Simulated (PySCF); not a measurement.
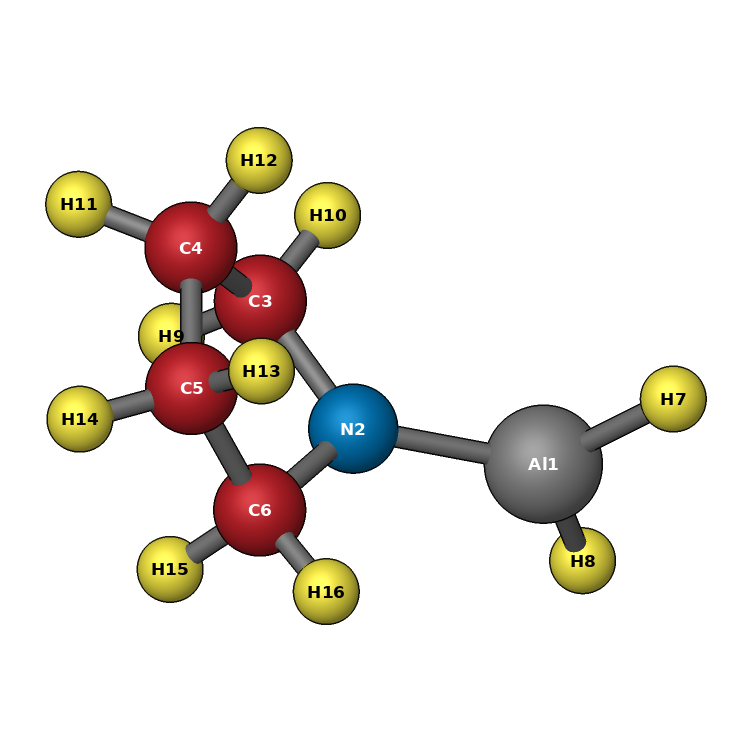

The geometry was computed by an optimisation with GFN2-xTB. No frequency run is at hand to confirm it as a minimum. Level of theory: GIAO PBE0/pcSseg-1 NMR shielding, non-relativistic, gas phase (PySCF 2.14.0). Principal shieldings σ11 ≤ σ22 ≤ σ33, span Ω = σ33 − σ11, skew κ = 3(σiso − σ22)/Ω.

Give the shielding tensors of the N atoms.

```tsv
atom	σ11	σ22	σ33	σiso	Ω	κ
N2	160.2	242.1	246.5	216.3	86.3	−0.90
```

Shieldings and span in ppm.

The geometry is semi-empirical. Around Al such bond lengths and angles can be off by a tenth of an ångström or more and by several degrees, and values that hang on the shape move with them.
